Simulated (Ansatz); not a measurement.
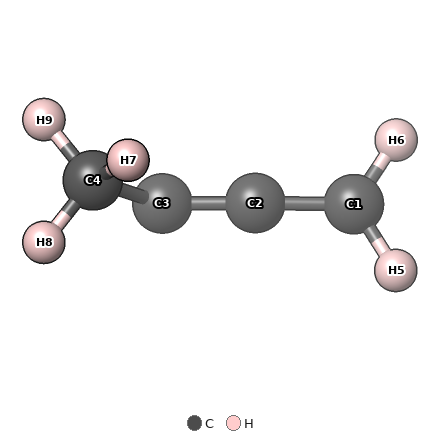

The system is C4H5, charge −1; the picture shows the reference structure. The first coordinate is: bond length C3–C4; the second: dihedral C2–C3–C4–H7. Nothing is relaxed (all other coordinates rigid). The scan uses an 11 × 11 grid. Energies are in kJ/mol, from the relaxed molecule at the same level. Level of theory: Ansatz 0.2.0, RKS B3LYP-D4/def2-SVPD.

Its coordinates:

```yaml
atoms:
  - { symbol: C, position_ang: [-0.0654, 1.8550, -0.9790] }
  - { symbol: C, position_ang: [-0.3764, 0.6622, -0.4136] }
  - { symbol: C, position_ang: [-0.7437, -0.4495, 0.0994] }
  - { symbol: C, position_ang: [0.1090, -1.4737, 0.7882] }
  - { symbol: H, position_ang: [0.1870, 1.9428, -2.0430] }
  - { symbol: H, position_ang: [-0.1082, 2.7930, -0.4117] }
  - { symbol: H, position_ang: [1.1941, -1.2145, 0.8534] }
  - { symbol: H, position_ang: [0.0434, -2.4567, 0.2841] }
  - { symbol: H, position_ang: [-0.2397, -1.6587, 1.8221] }
```

Range: bond length C3–C4 from 1.290 to 2.100 Å; dihedral C2–C3–C4–H7 from −90 to 90°.

> What landscape does the calculation give?

The lowest grid point is at bond length C3–C4 = 1.533 Å, dihedral C2–C3–C4–H7 = 0°, 1.4 kJ/mol from the relaxed molecule at the same level. The energy also falls towards the edge at bond length C3–C4 = 1.533 Å, dihedral C2–C3–C4–H7 = −90° (3.6 kJ/mol above the lowest) and bond length C3–C4 = 1.533 Å, dihedral C2–C3–C4–H7 = 90° (3.6 kJ/mol above the lowest), where a further well may lie outside the range. The highest grid point, bond length C3–C4 = 2.100 Å, dihedral C2–C3–C4–H7 = 90°, lies 187 kJ/mol above the lowest.

```
dihedral C2–C3–C4–H7 ↓, bond length C3–C4 →  1.290  1.371  1.452  1.533  1.614  1.695  1.776  1.857  1.938  2.019  2.100
                                         90     99     35      8      5     18     41     69     99    130    160    188
                                         72    100     36      8      5     18     41     69     99    130    159    188
                                         54     99     35      8      5     18     40     68     99    129    159    187
                                         36     97     33      6      4     17     39     68     98    129    158    187
                                         18     94     31      4      2     15     38     67     98    128    158    186
                                          0     93     30      4      1     15     38     66     97    128    158    186
                                        −18     94     31      4      2     15     38     67     98    128    158    186
                                        −36     97     33      6      4     17     39     68     98    129    158    187
                                        −54     99     35      8      5     18     40     68     99    129    159    187
                                        −72    100     36      8      5     18     41     69     99    130    159    188
                                        −90     99     35      8      5     18     41     69     99    130    160    188
```

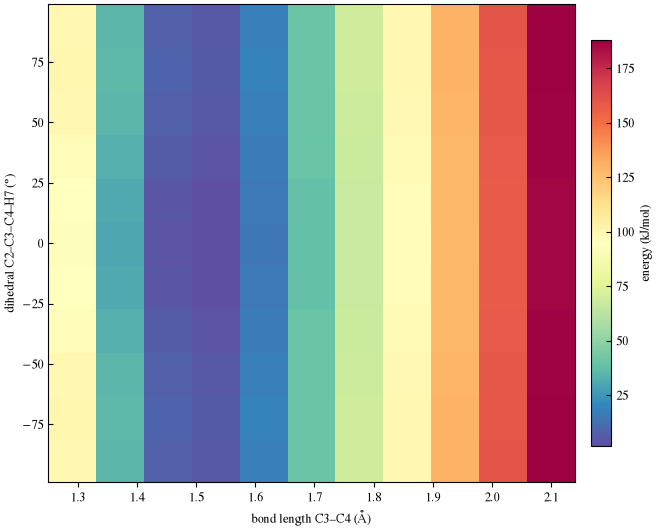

In the figure: one coloured cell a grid point.

Time for the 121 points that were run: 14 min on 1 thread of Arm Neoverse N1 (shared host).
